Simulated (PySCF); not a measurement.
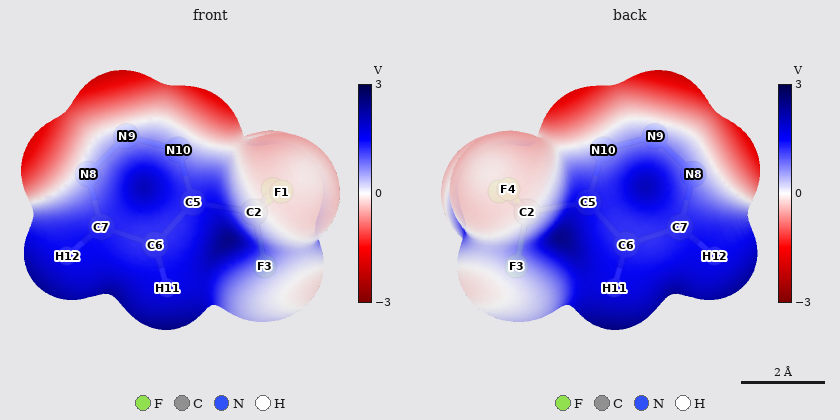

*C4H2F3N3 (SMILES FC(F)(F)c1ccnnn1). The molecular electrostatic potential painted on the density surface at 0.004 e/bohr³, seen from the front and from behind; the colour scale runs from red (negative) to blue (positive).*

Geometry: PBE0-D3(BJ)/def2-SVP.

The calculation used PBE0/pcSseg-1, SCF density, gas phase, non-relativistic (PySCF).

```xyz
12

F    -1.9246    0.4328   -1.8085
C    -1.7485    0.0646   -0.5465
F    -2.1211   -1.2139   -0.4318
F    -2.5439    0.7966    0.2209
C    -0.2992    0.2304   -0.1312
C     0.4880   -0.8322    0.2783
C     1.7846   -0.4709    0.6184
N     2.2068    0.7896    0.5486
N     1.3964    1.7393    0.1494
N     0.1623    1.4767   -0.1875
H     0.1168   -1.8566    0.3279
H     2.5234   -1.2018    0.9606
```

**Describe the electrostatic potential map.**

The most negative region (about −1.9 V) lies over N9, the most positive (about +2.4 V) over C2 and H11. N9 is the likeliest acceptor of a hydrogen bond.

**What dipole moment does the calculation give?**

Its dipole moment is 4.53 D.
